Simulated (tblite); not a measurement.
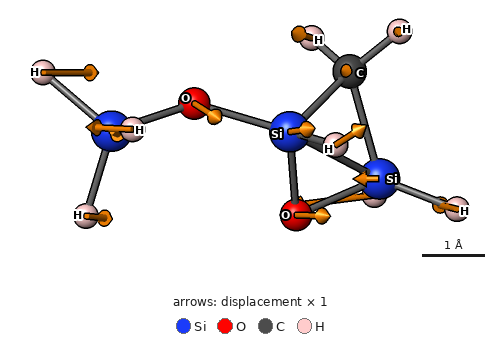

A relaxation of CH₈O₂Si₃. The starting structure is drawn; orange arrows show the displacements, at their true length. The two geometries are superimposed by the best rigid fit.

The picture is a ball-and-stick view, seen at a tilt.

Computed with GFN2-xTB geometry optimisation, gas phase (tblite). 

Question: Which element moves most?

Answer: Hydrogen: up to 1.51 Å, against 0.98 Å for oxygen.

Question: What did the optimiser do to the structure, and how much energy did it gain?

Answer: The largest move after the best rigid fit is that of an H atom, 1.51 Å. Largest moves by element: H 1.51 Å, O 0.98 Å, Si 0.70 Å, C 0.27 Å. Some distances before and after: Si–Si 2.413 → 2.541 Å, C–Si 1.867 → 1.916 Å, H–Si 1.487 → 1.447 Å, O–Si 1.662 → 1.626 Å. Among the angles between lasting bonds that change: Si–Si–H 106.5° → 129.1°, O–Si–Si 139.9° → 122.1°, Si–Si–H 138.1° → 121.2°. Groups turn about O–Si by about 115°, O–Si by about 110°, O–Si by about 30°. Over 103 geometry steps the energy falls by 36.8 kJ/mol.
